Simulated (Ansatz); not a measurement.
Input

```
crystal:
  periodic: [false, false, false]
  atoms:
    - {symbol: Si, position_ang: [-0.002456, 0.003040, -0.983998]}
    - {symbol: C, position_ang: [0.002339, -0.002916, 0.945880]}
    - {symbol: F, position_ang: [-1.248091, 0.073901, 1.449493]}
    - {symbol: F, position_ang: [0.697333, 1.040341, 1.447573]}
    - {symbol: F, position_ang: [0.561572, -1.127656, 1.441200]}
    - {symbol: H, position_ang: [1.411811, -0.074449, -1.437120]}
    - {symbol: H, position_ang: [-0.642925, 1.269618, -1.427905]}
    - {symbol: H, position_ang: [-0.779582, -1.181879, -1.435123]}
basis:
  gaussian: {orbitals: def2-TZVP, initial_orbitals: start.molden}
hamiltonian: {xc: pbe0, dispersion: d4}
scf: {omitted_lower_state_checks: [starts]}
output: {forces: true, orbitals: {seedname: orbitals}}
```

Command:

```sh
ansatz run in.yaml --threads 4 --pin off --events-out ev --progress --plain --max-ram 3916MiB
```

Geometry: r2SCAN-D4/def2-SVP.

The calculation used RKS PBE0-D4/def2-TZVP in Ansatz.

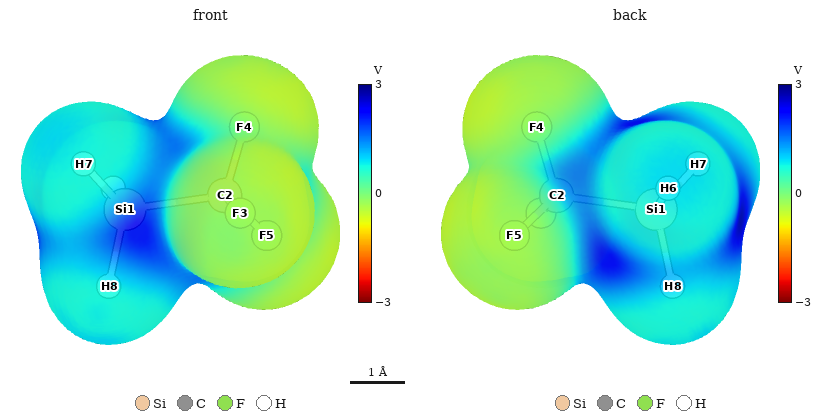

CH₃F₃Si. The electrostatic potential painted on the density surface at 0.004 e/bohr³, seen from the front and from behind; red is negative and blue positive.

Which sites attract a positive test charge, and which a negative one?

A positive charge is drawn to the negative regions and a negative charge to the positive ones. The most negative region (about −0.6 V, or −14 kcal/mol for a unit charge) lies over F3, F4 and F5, the most positive (about +2.5 V, or +58 kcal/mol for a unit charge) over Si1.
